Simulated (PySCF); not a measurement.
# [NO2]− (nitrite) at CCSDT/STO-3G

What is the vertical ionisation energy of [NO2]− (nitrite) at CCSDT/STO-3G? 

The calculation is run with PySCF 2.14.0.

16 further runs of the same task are left out: 7 that didn't finish, 9 set aside as unsound or not needed.

## 1. Starting point

[NO2]−: 3 atoms, total charge -1, spin state singlet. As SMILES, `O=N[O-]`. Geometry: relaxed at GFN2-xTB.

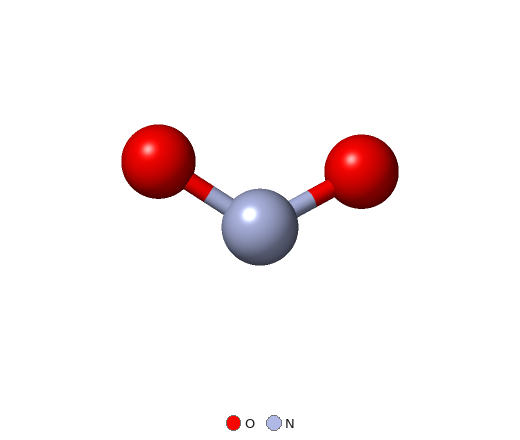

Viewed from a chosen angle; oxygen red, nitrogen light blue.

## 2. A single-point energy at CCSDT/STO-3G

run.py

```python
from pyscf import gto, scf, cc

mol = gto.Mole()
mol.atom = [
    ('O', (0.332300, 1.015250, 0.295330)),
    ('N', (0.330220, -0.248730, 0.154080)),
    ('O', (-0.662520, -0.766520, -0.449410)),
]
mol.charge = -1
mol.max_memory = 1860
mol.basis = 'sto-3g'
mol.verbose = 3
mol.build()

calc0 = scf.RHF(mol)
calc0.conv_tol = 1e-10
calc0.kernel()
if not calc0.converged:
    calc0 = calc0.newton().run(calc0.mo_coeff, calc0.mo_occ)

mycc = cc.CCSDT(calc0, frozen=3)
mycc.kernel()
etot = mycc.e_tot
print('E = %.10f Eh' % etot)
```

Launch:

```bash
$ OMP_NUM_THREADS=1 python run.py
```

What it wrote:

```text
converged SCF energy = -201.161873192379
_make_eris_incore_RCCSDT

WARN: A large `blksize` is being used, which may cause large memory consumption
      for storing contraction intermediates. If memory is sufficient, consider using
      `pyscf.cc.rccsdt_highm.RCCSDT` instead.

RCCSDT converged
E(RCCSDT) = -201.3463311064606   E_corr = -0.1844579140812362
E_corr(same-spin) = -0.0364352804057826
E_corr(oppo-spin) = -0.148022633675454
E = -201.3463311065 Eh
```

It took 1.1 s on 1 thread of Arm Neoverse V2, shared host; peak memory 0.1 GiB.

## 3. Doublet neutral NO2, same level

job.py

```python
from pyscf import gto, scf, cc

mol = gto.M(
    atom=[
    ('O', (0.332300, 1.015250, 0.295330)),
    ('N', (0.330220, -0.248730, 0.154080)),
    ('O', (-0.662520, -0.766520, -0.449410)),
],
    basis='sto-3g',
    max_memory=1860,
    spin=1,
    verbose=3,
)

mf = scf.UHF(mol)
mf.conv_tol = 1e-10
mf.kernel()
if not mf.converged:
    mf = mf.newton().run(mf.mo_coeff, mf.mo_occ)

mycc = cc.CCSDT(mf, frozen=3)
mycc.kernel()
energy = mycc.e_tot
print('E(%s) = %.9f' % ('CCSDT', energy))
```

Launch:

```bash
$ OMP_NUM_THREADS=1 python job.py
```

What it wrote:

```text
converged SCF energy = -201.274453802746  <S^2> = 0.77981163  2S+1 = 2.0295927
_make_eris_incore_UCCSDT

WARN: A large `blksize_v_aaa` is being used, which may cause large memory consumption
      for storing contraction intermediates. If memory is sufficient, consider using
      `pyscf.cc.uccsdt_highm.UCCSDT` instead.

WARN: A large `blksize_v_aab` is being used, which may cause large memory consumption
      for storing contraction intermediates. If memory is sufficient, consider using
      `pyscf.cc.uccsdt_highm.UCCSDT` instead.

UCCSDT converged
E(UCCSDT) = -201.5242238734667   E_corr = -0.2497700707204064
E_corr(same-spin) = -0.0644739513841408
E_corr(oppo-spin) = -0.185296119336266
E(CCSDT) = -201.524223873
```

Wall time 1.8 s (1 thread of Arm Neoverse V2, shared host); peak memory 0.099 GiB.

## 4. What came out

Level: CCSDT/STO-3G, 3 core orbitals frozen.

| quantity | value |
| --- | --- |
| singlet [NO2]−: total energy | -201.34633 Eh |
| singlet [NO2]−: HOMO energy (Hartree–Fock orbitals) | 2.71 eV |
| singlet [NO2]−: LUMO energy (Hartree–Fock orbitals) | 17.13 eV |
| singlet [NO2]−: HOMO–LUMO gap (to an unbound level, set by the basis) | 14.43 eV |
| singlet [NO2]−: correlation energy (3 core orbitals frozen) | -184.5 mEh |
| singlet [NO2]−: T1 diagnostic | 0.024 |
| doublet neutral NO2: total energy | -201.52422 Eh |
| doublet neutral NO2: dipole moment (Hartree–Fock density) | 0.34 D |
| doublet neutral NO2: HOMO energy (Hartree–Fock orbitals) (highest over α and β) | -8.62 eV |
| doublet neutral NO2: LUMO energy (Hartree–Fock orbitals) (lowest over α and β) | 3.49 eV |
| doublet neutral NO2: correlation energy (3 core orbitals frozen) | -249.8 mEh |
| doublet neutral NO2: ⟨S²⟩ of the reference determinant | 0.780 |
| doublet neutral NO2: T1 diagnostic | 0.032 |
| vertical detachment energy (to the doublet neutral) | -4.841 eV |

**Reading.** The species is unbound against losing an electron at this level, by 4.84 eV (−112 kcal/mol); missing correlation or diffuse functions can give that sign where the real anion is bound. In a minimal basis such a difference can be off by several eV, whatever the method. The T1 diagnostic (singlet [NO2]−) of 0.024 is above the customary mark for such species, so a single reference may not serve. The HOMO (singlet [NO2]−) lies at positive energy, 2.71 eV: the electron is unbound at this level or held by a compact basis; values depend on the basis.
